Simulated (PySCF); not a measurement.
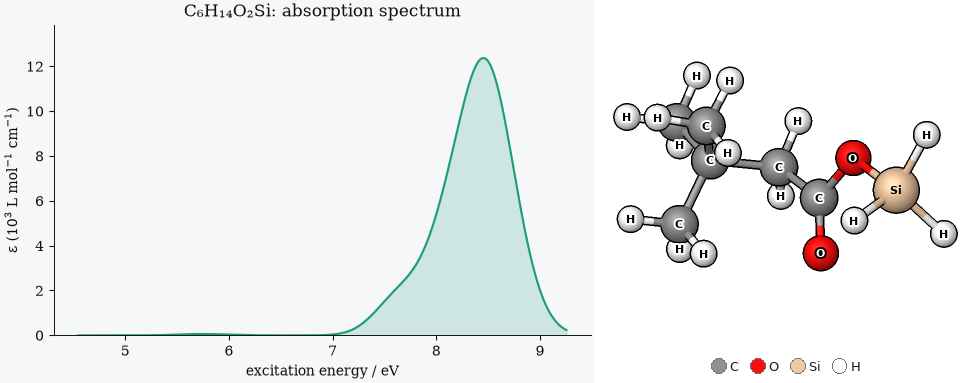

Computed absorption of C₆H₁₄O₂Si, SMILES CC(C)(C)CC(=O)O[SiH3]. Vertical TDDFT excitations, CAM-B3LYP/def2-SVPD in PySCF, at a PBE0-D3(BJ)/def2-SVP geometry (no frequency check), gas phase. Only the first 10 singlet excitations are included; each is broadened by a Gaussian of 1/e half-width 0.33 eV.

Q: Does any vertical transition fall in the visible?

A: No singlet lies below 3.1 eV (beyond 400 nm), so at this level no vertical transition falls in the visible.

Q: Which of the computed transitions is the brightest, and what character does the calculation give it?

A: S7 at 8.47 eV (146 nm), f = 0.139, mixed, the largest part being HOMO → LUMO+2 (34 %).

Known limits of this run: one conformer of a flexible molecule; core orbitals are frozen in the response.
